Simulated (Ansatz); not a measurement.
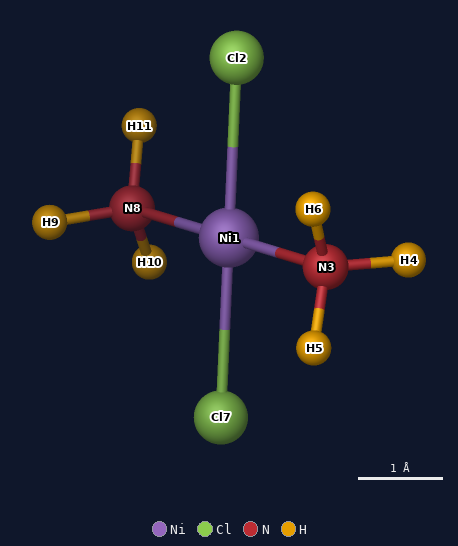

Fig. 1: The structure of the first run (ball-and-stick view, seen at a tilt; atoms are numbered from 1 in the order of the input). Sticks mark near contacts.

**What a change does: geometry relaxation on NiN₂H₆Cl₂**

System: NiN₂H₆Cl₂ (trans-NiCl2(NH3)2), charge +1, multiplicity 2.
Method of the first run: UKS PBE-D4/def2-SVP (Ansatz 0.2.0).

The geometry: PBE-D4/def2-SVP start. Text and figures count atoms from 1; the logs count them from 0 in places.

### Input file, the first run
```yaml
crystal:
  periodic: [false, false, false]
  atoms:
    - {symbol: Ni, position_ang: [0.002358, 0.000005, -0.000216]}
    - {symbol: Cl, position_ang: [2.189665, 0.009289, 0.030218]}
    - {symbol: N, position_ang: [-0.006236, 1.904237, -0.009097]}
    - {symbol: H, position_ang: [0.044558, 2.262091, 0.956687]}
    - {symbol: H, position_ang: [-0.883804, 2.253357, -0.424338]}
    - {symbol: H, position_ang: [0.817611, 2.268799, -0.510799]}
    - {symbol: Cl, position_ang: [-2.185131, -0.009301, -0.032111]}
    - {symbol: N, position_ang: [0.007587, -1.904218, 0.008680]}
    - {symbol: H, position_ang: [-0.128672, -2.262571, -0.948509]}
    - {symbol: H, position_ang: [-0.772867, -2.266672, 0.576507]}
    - {symbol: H, position_ang: [0.914930, -2.255006, 0.352996]}
basis:
  gaussian: {orbitals: def2-SVP}
total_charge: 1
magnetization: {spin_polarized: true, initial_magnetization: 1}
hamiltonian: {xc: pbe, dispersion: d4}
scf: {lower_state_search: "off"}
output: {orbitals: {seedname: orbitals}}
relax: {f_tol: 0.02, max_steps: 100}
```

Command:
```bash
ansatz run in.yaml --threads 4 --pin off --events-out ev --progress --plain --max-ram 8704MiB
```

Hardware: 4 threads of Intel Xeon @ 2.50GHz, 15 GiB of memory available, shared host.

### Output, shortened to warnings, some set-up lines, iterations and results (the first run)
```
[...]
mean field evaluation 1: about -69073.5303 eV, gradient 1.2e2 eV
mean field evaluation 2: about -68252.4624 eV, gradient 3.0e2 eV
mean field evaluation 4: about -69106.7431 eV, gradient 7.5e1 eV
mean field evaluation 8: about -69112.4683 eV, gradient 6.4e1 eV
mean field evaluation 16: about -69127.7973 eV, gradient 1.1e-3 eV
relax step   1: F+E_penalty+E_count = -69128.06719991 eV  Δ(F+E_penalty+E_count) = +0.000e0 eV  max|allowed force component| = 6.154e-1 eV/Å  Δτ_max = 0.0000 Å  (63 SCF …
relax step   2: F+E_penalty+E_count = -69128.11117293 eV  Δ(F+E_penalty+E_count) = -4.397e-2 eV  max|allowed force component| = 2.463e-1 eV/Å  Δτ_max = 0.0341 Å  (27 SCF …
mean field evaluation 32: about -69127.8511 eV, gradient 9.8e-5 eV
relax step   3: F+E_penalty+E_count = -69128.12172459 eV  Δ(F+E_penalty+E_count) = -1.055e-2 eV  max|allowed force component| = 3.572e-2 eV/Å  Δτ_max = 0.0281 Å  (27 SCF …
relax step   4: F+E_penalty+E_count = -69128.12183609 eV  Δ(F+E_penalty+E_count) = -1.115e-4 eV  max|allowed force component| = 1.010e-2 eV/Å  Δτ_max = 0.0058 Å  (19 SCF …
Total energy: -69128.12188934 eV, -2540.4116227094 hartree
Atom 0 at     0.002352     0.000011    -0.000727 Å, force    -0.000081     0.000134    -0.000203 eV/Å
Atom 1 at     2.135375     0.016088     0.031970 Å, force    -0.002533    -0.006621     0.000920 eV/Å
Atom 2 at    -0.006121     1.937334    -0.007985 Å, force    -0.008594     0.010067     0.005166 eV/Å
Atom 3 at     0.047431     2.300259     0.959035 Å, force     0.001208    -0.005346    -0.001674 eV/Å
Atom 4 at    -0.876052     2.307356    -0.425995 Å, force     0.001199    -0.002222    -0.001742 eV/Å
Atom 5 at     0.810126     2.315740    -0.516607 Å, force    -0.001813    -0.004349    -0.001890 eV/Å
Atom 6 at    -2.130931    -0.016207    -0.033509 Å, force     0.002115     0.006449    -0.000670 eV/Å
Atom 7 at     0.007026    -1.937307     0.007573 Å, force     0.007691    -0.010097    -0.005004 eV/Å
Atom 8 at    -0.129802    -2.301454    -0.950697 Å, force    -0.000617     0.005400     0.001712 eV/Å
Atom 9 at    -0.766052    -2.312472     0.581777 Å, force     0.002228     0.004530     0.001752 eV/Å
Atom 10 at     0.906646    -2.309338     0.355183 Å, force    -0.000805     0.002056     0.001633 eV/Å
Dipole moment:    -0.004391    -0.000006     0.001833 e Å
Checks for a lower state left out: stability, starts, cluster_reference, orbital_swaps, neighbouring_geometries, increment
```

The input of the second run differs as follows (lines with − go, lines with + come):
```diff
-  gaussian: {orbitals: def2-SVP}
-total_charge: 1
+  gaussian: {orbitals: def2-SVPD}
+total_charge: -1
```

What does this change do to the results?

The total energies belong to different systems, so their difference says nothing on which is more stable or more accurate. The HOMO goes from −11.18 to 1.26 eV. The LUMO goes from −10.62 to 2.77 eV. The basis functions go from 125 to 176. On the same kind of shared host the second run took about 1.8 times as long.

### Output, shortened to warnings, some set-up lines, iterations and results (the second run)
```
[...]
mean field evaluation 1: about -69130.2576 eV, gradient 4.5e1 eV
mean field evaluation 2: about -69090.6156 eV, gradient 1.2e2 eV
mean field evaluation 4: about -69134.5496 eV, gradient 3.3e1 eV
mean field evaluation 8: about -69137.5473 eV, gradient 2.9e-1 eV
mean field evaluation 16: about -69137.4762 eV, gradient 8.8e-4 eV
relax step   1: F+E_penalty+E_count = -69137.79745956 eV  Δ(F+E_penalty+E_count) = +0.000e0 eV  max|allowed force component| = 1.796e0 eV/Å  Δτ_max = 0.0000 Å  (21 SCF iters, …
mean field evaluation 32: about -69137.8374 eV, gradient 1.1e-6 eV
relax step   2: F+E_penalty+E_count = -69138.14758562 eV  Δ(F+E_penalty+E_count) = -3.501e-1 eV  max|allowed force component| = 8.243e-1 eV/Å  Δτ_max = 0.0971 Å  (29 SCF …
relax step   3: F+E_penalty+E_count = -69138.26930005 eV  Δ(F+E_penalty+E_count) = -1.217e-1 eV  max|allowed force component| = 1.896e-1 eV/Å  Δτ_max = 0.0964 Å  (30 SCF …
relax step   4: F+E_penalty+E_count = -69138.27677730 eV  Δ(F+E_penalty+E_count) = -7.477e-3 eV  max|allowed force component| = 4.627e-2 eV/Å  Δτ_max = 0.0329 Å  (23 SCF …
relax step   5: F+E_penalty+E_count = -69138.27766751 eV  Δ(F+E_penalty+E_count) = -8.902e-4 eV  max|allowed force component| = 1.897e-2 eV/Å  Δτ_max = 0.0112 Å  (23 SCF …
Total energy: -69138.27772198 eV, -2540.7848426749 hartree
Atom 0 at     0.000296     0.000007    -0.000259 Å, force    -0.002269     0.000008     0.000275 eV/Å
Atom 1 at     2.420948     0.000060     0.036218 Å, force    -0.002043    -0.001137     0.000557 eV/Å
Atom 2 at    -0.006787     1.997248    -0.008981 Å, force     0.005254     0.013350     0.001960 eV/Å
Atom 3 at     0.039863     2.342174     0.958485 Å, force    -0.000143    -0.008746    -0.002974 eV/Å
Atom 4 at    -0.879984     2.342183    -0.428548 Å, force    -0.003170    -0.017398     0.001951 eV/Å
Atom 5 at     0.812888     2.361442    -0.511151 Å, force    -0.000105    -0.014010     0.001934 eV/Å
Atom 6 at    -2.419753     0.000434    -0.040988 Å, force     0.003957     0.001213    -0.001119 eV/Å
Atom 7 at     0.007658    -1.997287     0.009183 Å, force    -0.004456    -0.013775    -0.002702 eV/Å
Atom 8 at    -0.133188    -2.344629    -0.948196 Å, force    -0.001530     0.009039     0.003434 eV/Å
Atom 9 at    -0.759298    -2.363305     0.587393 Å, force     0.001335     0.012484    -0.002401 eV/Å
Atom 10 at     0.917354    -2.338317     0.346860 Å, force     0.003170     0.018972    -0.000914 eV/Å
Dipole moment:     0.001731    -0.000271     0.002491 e Å
Checks for a lower state left out: stability, starts, cluster_reference, orbital_swaps, neighbouring_geometries, increment
```

### The two runs side by side

| quantity | the first run | the second run |
| --- | --- | --- |
| outcome | converged | converged |
| total energy (hartree) | −2540.411623 | −2540.784843 |
| HOMO (eV) | −11.18 | 1.26 |
| LUMO (eV) | −10.62 | 2.77 |
| ⟨S²⟩ | 0.754 | 0.767 |
| largest force (eV/Å) | 0.014 | 0.019 |
| basis functions | 125 | 176 |
| wall time (shared host) | 8.5 s | 15 s |

For the second run: The highest filled orbital lies above zero: either the extra electron isn't bound at this level, or the self-interaction error of the functional lifts the level.
